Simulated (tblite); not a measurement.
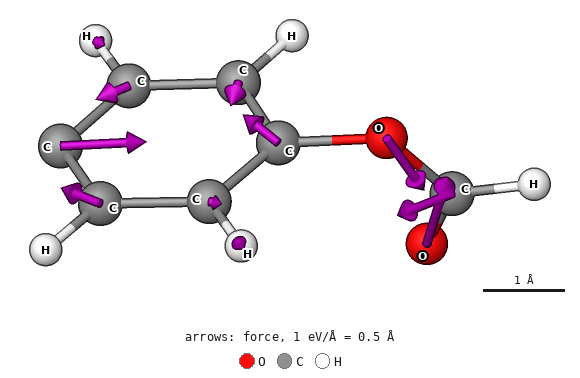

Starting geometry of C7H5O2 (multiplicity 2) with the computed forces as purple arrows. A ball-and-stick model, seen from a free direction.

The calculation used tblite, GFN2-xTB geometry optimisation, gas phase. 

Is this structure relaxed? If not, where do the atoms go?

Answer. It isn't relaxed: the largest force vector, on an O atom, is 3.28 eV/Å. The final displacements follow the starting forces only in part (cosine between the two patterns 0.31). The energy falls by 6.20 kcal/mol in 106 geometry steps. The atom that moves furthest after the best rigid fit is an O atom (1.54 Å). Largest moves by element: O 1.54 Å, H 0.61 Å, C 0.37 Å. Some distances before and after: C–O 1.375 → 1.321 Å, C–O 1.232 → 1.195 Å, C–C 1.397 → 1.362 Å, C–C 1.410 → 1.388 Å. Bond angles that change, for instance: C–O–C 114.5° → 124.8°, O–C–C 119.6° → 113.9°, O–C–C 119.7° → 124.8°. Groups turn about C–O by about 70°. The run took 0.63 s on 1 thread of Arm Neoverse V1, on a shared host.
